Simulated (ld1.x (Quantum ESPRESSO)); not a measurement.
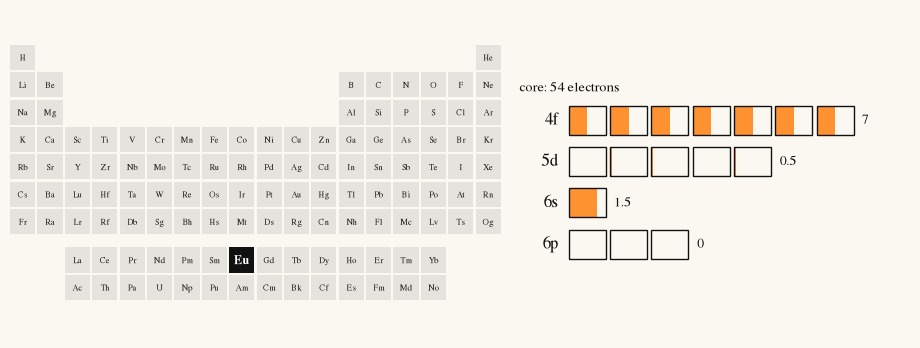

Left, the place of europium in the periodic table; right, the valence shells of the reference configuration: a box for each of the 2l + 1 orbitals, shaded by the share of the shell that is filled, with the electron count at the right.

Run report: Eu, pseudopotential generation (part 1 of 2)

- system: europium (Eu, Z = 63), core [Xe], reference valence 4f7 5d0.5 6s1.5 6p0, valence charge 9.
- method: PAW potential, LDA (PZ), fully relativistic, made with ld1.x (Quantum ESPRESSO) 7.5

### Input file
```
 &input
   title='Eu', zed=63., rel=2, dft='PZ', iswitch=3,
   config='[Xe] 4f7 5d0.5 6s1.5 6p0', rel_dist='average',
   nld=7, rlderiv=4.55, eminld=-2.0, emaxld=5.0, deld=0.02
 /
 &inputp
   pseudotype=3, lpaw=.true., tm=.true., lloc=-2, rcloc=2.05,
   nlcc=.false.,
   which_augfun='BESSEL', rmatch_augfun=0.65,
   file_pseudopw='Eu.UPF', file_wfcaegen='ae.wfc', file_wfcncgen='nc.wfc', file_beta='beta', file_chi='chi', file_wfcusgen='us.wfc'
 /
8
6S  1  0   1.50   0.00  2.15  2.75  0.0
6S  1  0   0.00   3.90  2.15  2.75  0.0
6P  2  1   0.00   0.00  3.50  4.20  0.0
6P  2  1   0.00   1.25  3.50  4.20  0.0
5D  3  2   0.50   0.00  2.75  3.35  0.0
5D  3  2   0.00   0.55  2.75  3.35  0.0
4F  4  3   7.00   0.00  0.75  1.05  0.0
4F  4  3   0.00   0.55  0.75  1.05  0.0
 &test
   configts(1)='4f7 5d0.5 6s1.5 6p0'
 /
```

Launched with:
```bash
ld1.x < Eu.in > Eu.out
```

### Output
```
     Program LD1 v.7.5
 classical turning point too close to mesh           4           3           3
 classical turning point too close to mesh           4           3          -4
 classical turning point too close to mesh           5           2           2
 classical turning point too close to mesh           5           2          -3
     --------------------------- All-electron run ----------------------------

     Eu
     dirac relativistic calculation

     atomic number is 63.00
     dft =PZ   lsd =0 sic =0 latt =0  beta=0.20 tr2=1.0E-14
     Exchange-correlation= PZ
                           (   1   1   0   0   0   0   0)
     mesh =1261 r(mesh) = 100.16965 a.u. xmin = -7.00 dx = 0.01250
     1 Ry =  13.60569312 eV, c = 137.03599908

     n l j   nl                  e(Ry)          e(Ha)          e(eV)
     Spin orbit split results
     1 0 0.5 1S 1( 2.00)     -3548.1631     -1774.0816    -48275.2186
     2 0 0.5 2S 1( 2.00)      -582.4169      -291.2085     -7924.1862
     2 1 0.5 2P 1( 2.00)      -552.7357      -276.3678     -7520.3517
     2 1 1.5 2P 1( 4.00)      -505.1614      -252.5807     -6873.0708
     3 0 0.5 3S 1( 2.00)      -128.0935       -64.0468     -1742.8012
     3 1 0.5 3P 1( 2.00)      -115.2517       -57.6258     -1568.0786
     3 1 1.5 3P 1( 4.00)      -105.5582       -52.7791     -1436.1929
     4 0 0.5 4S 1( 2.00)       -25.3597       -12.6799      -345.0365
     4 1 0.5 4P 1( 2.00)       -20.4012       -10.2006      -277.5727
     4 1 1.5 4P 1( 4.00)       -18.2494        -9.1247      -248.2953
     3 2 1.5 3D 1( 4.00)       -83.2620       -41.6310     -1132.8378
     3 2 2.5 3D 1( 6.00)       -81.1508       -40.5754     -1104.1125
     5 0 0.5 5S 1( 2.00)        -3.2422        -1.6211       -44.1117
     5 1 0.5 5P 1( 2.00)        -1.9105        -0.9553       -25.9940
     5 1 1.5 5P 1( 4.00)        -1.6292        -0.8146       -22.1659
     4 2 1.5 4D 1( 4.00)       -10.0742        -5.0371      -137.0661
     4 2 2.5 4D 1( 6.00)        -9.6881        -4.8441      -131.8137
     4 3 2.5 4F 1( 3.00)        -0.1986        -0.0993        -2.7016
     4 3 3.5 4F 1( 4.00)        -0.1532        -0.0766        -2.0841
     5 2 1.5 5D 1( 0.20)        -0.1113        -0.0557        -1.5148
     5 2 2.5 5D 1( 0.30)        -0.0988        -0.0494        -1.3447
     6 0 0.5 6S 1( 1.50)        -0.2634        -0.1317        -3.5839
     6 1 0.5 6P 1( 0.00)        -0.0960        -0.0480        -1.3057
     6 1 1.5 6P 1( 0.00)        -0.0819        -0.0410        -1.1144
     Averaged results
     1 0     1S 1( 2.00)     -3548.1631     -1774.0816    -48275.2186
     2 0     2S 1( 2.00)      -582.4169      -291.2085     -7924.1862
     2 1     2P 1( 6.00)      -521.0195      -260.5097     -7088.8311
     3 0     3S 1( 2.00)      -128.0935       -64.0468     -1742.8012
     3 1     3P 1( 6.00)      -108.7894       -54.3947     -1480.1548
     4 0     4S 1( 2.00)       -25.3597       -12.6799      -345.0365
     4 1     4P 1( 6.00)       -18.9667        -9.4833      -258.0545
     3 2     3D 1(10.00)       -81.9953       -40.9976     -1115.6026
     5 0     5S 1( 2.00)        -3.2422        -1.6211       -44.1117
     5 1     5P 1( 6.00)        -1.7230        -0.8615       -23.4419
     4 2     4D 1(10.00)        -9.8425        -4.9213      -133.9146
     4 3     4F 1( 7.00)        -0.1726        -0.0863        -2.3487
     5 2     5D 1( 0.50)        -0.1038        -0.0519        -1.4127
     6 0     6S 1( 1.50)        -0.2634        -0.1317        -3.5839
     6 1     6P 1( 0.00)        -0.0866        -0.0433        -1.1782

     final scf error:  6.6E-15 reached in  31 iterations

     Etot =  -21689.454593 Ry,  -10844.727296 Ha, -295100.063197 eV

     Ekin =   23580.992475 Ry,   11790.496237 Ha,  320835.747146 eV
     Encl =  -53244.968195 Ry,  -26622.484098 Ha, -724434.697611 eV
     Eh   =    8446.026355 Ry,    4223.013178 Ha,  114914.042700 eV
     Exc  =    -471.505228 Ry,    -235.752614 Ha,   -6415.155431 eV

     normalization and overlap integrals

     s(1S/1S) =  1.000000  <r> =   0.0223  <r2> =    0.0007  r(max) =   0.0142
     s(2S/2S) =  1.000000  <r> =   0.0946  <r2> =    0.0106  r(max) =   0.0806
     s(2P/2P) =  1.000000  <r> =   0.0791  <r2> =    0.0077  r(max) =   0.0612
     s(2P/2P) =  1.000000  <r> =   0.0858  <r2> =    0.0090  r(max) =   0.0668
     s(3S/3S) =  1.000000  <r> =   0.2494  <r2> =    0.0712  r(max) =   0.2304
     s(3P/3P) =  1.000000  <r> =   0.2390  <r2> =    0.0664  r(max) =   0.2164
     s(3P/3P) =  1.000000  <r> =   0.2519  <r2> =    0.0736  r(max) =   0.2275
     s(4S/4S) =  1.000000  <r> =   0.5663  <r2> =    0.3623  r(max) =   0.5256
     s(4P/4P) =  1.000000  <r> =   0.5792  <r2> =    0.3821  r(max) =   0.5323
     s(4P/4P) =  1.000000  <r> =   0.6089  <r2> =    0.4220  r(max) =   0.5595
     s(3D/3D) =  1.000000  <r> =   0.2237  <r2> =    0.0589  r(max) =   0.1817
     s(3D/3D) =  1.000000  <r> =   0.2277  <r2> =    0.0609  r(max) =   0.1863
     s(5S/5S) =  1.000000  <r> =   1.3815  <r2> =    2.1518  r(max) =   1.2298
     s(5P/5P) =  1.000000  <r> =   1.5656  <r2> =    2.7943  r(max) =   1.3423
     s(5P/5P) =  1.000000  <r> =   1.6697  <r2> =    3.1830  r(max) =   1.4288
     s(4D/4D) =  1.000000  <r> =   0.6483  <r2> =    0.4884  r(max) =   0.5666
     s(4D/4D) =  1.000000  <r> =   0.6589  <r2> =    0.5043  r(max) =   0.5737
     s(4F/4F) =  1.000000  <r> =   0.9699  <r2> =    1.3296  r(max) =   0.5882
     s(4F/4F) =  1.000000  <r> =   0.9940  <r2> =    1.4196  r(max) =   0.5956
     s(5D/5D) =  1.000000  <r> =   3.3987  <r2> =   14.7356  r(max) =   2.1855
     s(5D/5D) =  1.000000  <r> =   3.5559  <r2> =   16.1704  r(max) =   2.2409
     s(6S/6S) =  1.000000  <r> =   4.2795  <r2> =   20.8786  r(max) =   3.6034
     s(6P/6P) =  1.000000  <r> =   5.8451  <r2> =   39.4069  r(max) =   4.8036
     s(6P/6P) =  1.000000  <r> =   6.2235  <r2> =   44.6463  r(max) =   5.1134

     ------------------------ End of All-electron run ------------------------

     --------------------- Generating PAW atomic setup --------------------

      Generating local potential from pseudized AE potential:
      Matching radius rcloc =   2.0500
      Enforcing V''(0)=0 (lloc=-2)

      Local pseudo, rcloc= 2.028 Estimated cut-off energy=     7.79 Ry

      Computing core charge for PAW:

       r > 2.45 : true rho core
       r < 2.45 : rho core = a sin(br)/r    a=   1.34  b=   1.11

      Integrated core pseudo-charge :   3.76

     Fully relativistic calculation: |psi|^2

     Wfc 6S LC norm =  0.99997494 SC norm =  0.00002422 missing  0.00000084
     Speed at rcutus      0.406 a.u.,  v/c =  0.002963,  (v/c)^2 =  0.00000878

     Wfc 6P LC norm =  0.99998736 SC norm =  0.00001256 missing  0.00000008
     Speed at rcutus      0.253 a.u.,  v/c =  0.001843,  (v/c)^2 =  0.00000340

     Wfc 6P LC norm =  0.99998876 SC norm =  0.00000967 missing  0.00000156
     Speed at rcutus      0.241 a.u.,  v/c =  0.001757,  (v/c)^2 =  0.00000309

     Wfc 5D LC norm =  0.99995363 SC norm =  0.00004636 missing  0.00000001
     Speed at rcutus      0.351 a.u.,  v/c =  0.002562,  (v/c)^2 =  0.00000656

     Wfc 5D LC norm =  0.99995756 SC norm =  0.00004123 missing  0.00000121
     Speed at rcutus      0.355 a.u.,  v/c =  0.002594,  (v/c)^2 =  0.00000673

     Wfc 4F LC norm =  0.99952968 SC norm =  0.00047032 missing  0.00000000
     Speed at rcutus      2.461 a.u.,  v/c =  0.017957,  (v/c)^2 =  0.00032247

     Wfc 4F LC norm =  0.99954113 SC norm =  0.00045884 missing  0.00000003
     Speed at rcutus      2.471 a.u.,  v/c =  0.018029,  (v/c)^2 =  0.00032503
      Wfc-us  6S rcutus= 2.737  Estimated cut-off energy=    15.76 Ry
      Wfc-us  6S rcutus= 2.737  Estimated cut-off energy=    11.05 Ry
      Wfc-us  6P rcutus= 4.187  Estimated cut-off energy=     4.15 Ry
      Wfc-us  6P rcutus= 4.187  Estimated cut-off energy=     4.09 Ry
      Wfc-us  6P rcutus= 4.187  Estimated cut-off energy=     7.67 Ry
      Wfc-us  6P rcutus= 4.187  Estimated cut-off energy=     7.20 Ry
      Wfc-us  5D rcutus= 3.343  Estimated cut-off energy=    10.19 Ry
      Wfc-us  5D rcutus= 3.343  Estimated cut-off energy=    10.16 Ry
      Wfc-us  5D rcutus= 3.343  Estimated cut-off energy=    16.66 Ry
      Wfc-us  5D rcutus= 3.343  Estimated cut-off energy=    16.14 Ry
      Wfc-us  4F rcutus= 1.059  Estimated cut-off energy=   139.83 Ry
      Wfc-us  4F rcutus= 1.059  Estimated cut-off energy=   139.72 Ry
      Wfc-us  4F rcutus= 1.059  Estimated cut-off energy=   144.34 Ry
      Wfc-us  4F rcutus= 1.059  Estimated cut-off energy=   143.81 Ry

     Required augmentation: BESSEL   radius:    0.650000
     Suggested rho cutoff for augmentation: 365.81 Ry

     Estimated PAW energy = -505.771492 Ryd

     The PAW screened D coefficients
     0.99772    -0.03057     0.00000     0.00000     0.00000     0.00000
     0.00000     0.00000     0.00000     0.00000     0.00000     0.00000
     0.00000     0.00000
    -0.03057     0.43557     0.00000     0.00000     0.00000     0.00000
     0.00000     0.00000     0.00000     0.00000     0.00000     0.00000
     0.00000     0.00000
     0.00000     0.00000     0.11869     0.00000     0.20940     0.00000
     0.00000     0.00000     0.00000     0.00000     0.00000     0.00000
     0.00000     0.00000
     0.00000     0.00000     0.00000     0.08353     0.00000     0.17076
     0.00000     0.00000     0.00000     0.00000     0.00000     0.00000
     0.00000     0.00000
     0.00000     0.00000     0.20940     0.00000     0.42951     0.00000
     0.00000     0.00000     0.00000     0.00000     0.00000     0.00000
     0.00000     0.00000
     0.00000     0.00000     0.00000     0.17076     0.00000     0.39237
     0.00000     0.00000     0.00000     0.00000     0.00000     0.00000
     0.00000     0.00000
     0.00000     0.00000     0.00000     0.00000     0.00000     0.00000
    -0.06756     0.00000    -0.00621     0.00000     0.00000     0.00000
     0.00000     0.00000
     0.00000     0.00000     0.00000     0.00000     0.00000     0.00000
     0.00000    -0.05246     0.00000    -0.00355     0.00000     0.00000
     0.00000     0.00000
     0.00000     0.00000     0.00000     0.00000     0.00000     0.00000
    -0.00621     0.00000    -0.02446     0.00000     0.00000     0.00000
     0.00000     0.00000
     0.00000     0.00000     0.00000     0.00000     0.00000     0.00000
     0.00000    -0.00355     0.00000    -0.00478     0.00000     0.00000
     0.00000     0.00000
     0.00000     0.00000     0.00000     0.00000     0.00000     0.00000
     0.00000     0.00000     0.00000     0.00000    -9.39947     0.00000
    -5.46740     0.00000
     0.00000     0.00000     0.00000     0.00000     0.00000     0.00000
     0.00000     0.00000     0.00000     0.00000     0.00000    -9.27330
     0.00000    -5.45859
     0.00000     0.00000     0.00000     0.00000     0.00000     0.00000
     0.00000     0.00000     0.00000     0.00000    -5.46740     0.00000
    -3.20645     0.00000
     0.00000     0.00000     0.00000     0.00000     0.00000     0.00000
     0.00000     0.00000     0.00000     0.00000     0.00000    -5.45859
     0.00000    -3.23592

     The PAW descreened D coefficients (US)
    -3.27489    -0.25058     0.00000     0.00000     0.00000     0.00000
     0.00000     0.00000     0.00000     0.00000     0.00000     0.00000
     0.00000     0.00000
    -0.25058     0.16726     0.00000     0.00000     0.00000     0.00000
     0.00000     0.00000     0.00000     0.00000     0.00000     0.00000
     0.00000     0.00000
     0.00000     0.00000    -0.37565     0.00000    -0.66321     0.00000
     0.00000     0.00000     0.00000     0.00000     0.00000     0.00000
     0.00000     0.00000
     0.00000     0.00000     0.00000    -0.15081     0.00000    -0.44285
     0.00000     0.00000     0.00000     0.00000     0.00000     0.00000
     0.00000     0.00000
     0.00000     0.00000    -0.66321     0.00000    -1.09341     0.00000
     0.00000     0.00000     0.00000     0.00000     0.00000     0.00000
     0.00000     0.00000
     0.00000     0.00000     0.00000    -0.44285     0.00000    -0.98772
     0.00000     0.00000     0.00000     0.00000     0.00000     0.00000
     0.00000     0.00000
     0.00000     0.00000     0.00000     0.00000     0.00000     0.00000
     1.93780     0.00000     1.13470     0.00000     0.00000     0.00000
     0.00000     0.00000
     0.00000     0.00000     0.00000     0.00000     0.00000     0.00000
     0.00000     1.67814     0.00000     1.14463     0.00000     0.00000
     0.00000     0.00000
     0.00000     0.00000     0.00000     0.00000     0.00000     0.00000
     1.13470     0.00000     0.44033     0.00000     0.00000     0.00000
     0.00000     0.00000
     0.00000     0.00000     0.00000     0.00000     0.00000     0.00000
     0.00000     1.14463     0.00000     0.68082     0.00000     0.00000
     0.00000     0.00000
     0.00000     0.00000     0.00000     0.00000     0.00000     0.00000
     0.00000     0.00000     0.00000     0.00000    -5.73294     0.00000
    -3.24763     0.00000
     0.00000     0.00000     0.00000     0.00000     0.00000     0.00000
     0.00000     0.00000     0.00000     0.00000     0.00000    -5.70451
     0.00000    -3.28280
     0.00000     0.00000     0.00000     0.00000     0.00000     0.00000
     0.00000     0.00000     0.00000     0.00000    -3.24763     0.00000
    -1.62349     0.00000
     0.00000     0.00000     0.00000     0.00000     0.00000     0.00000
     0.00000     0.00000     0.00000     0.00000     0.00000    -3.28280
     0.00000    -1.69832

     ------------------- End of pseudopotential generation -------------------

 classical turning point too close to mesh           4           3           3
 classical turning point too close to mesh           4           3          -4
 classical turning point too close to mesh           5           2           2
 classical turning point too close to mesh           5           2          -3
```

(Continued in part 2.) Outcome of the run: ended with an error.
